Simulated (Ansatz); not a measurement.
The coordinates of a crystal:

```yaml
crystal:
  lattice:
    - [4.39463, 0.00000, 0.00000]
    - [0.00000, 4.39463, 0.00000]
    - [0.00000, 0.00000, 4.39463]
  atoms:
    - { symbol: Eu, position: [0.00000, 0.00000, 0.00000] }
    - { symbol: Eu, position: [0.50000, 0.50000, 0.50000] }
```

Summarise the structure in words.

Answer. The element is europium. Space group: Im-3m (No. 229). Lattice: body-centred cubic. It belongs to the family called body-centred cubic (W type). The cell holds two atoms. Each Eu atom is coordinated by eight Eu in a cubic arrangement at 3.81 Å. The bonds build a three-dimensional framework.

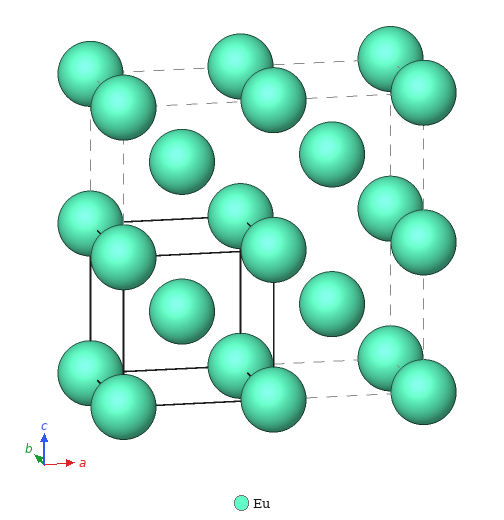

Shown here is a spheres-only view of the crystal, taken slightly off an axis. The picture spans 2×1×2 cells, one conventional unit cell being drawn with solid lines.

The cell started as the standard structure of this element. Earlier steps of the study may have refined or changed the cell and positions. It was run through Ansatz as a DFT input.
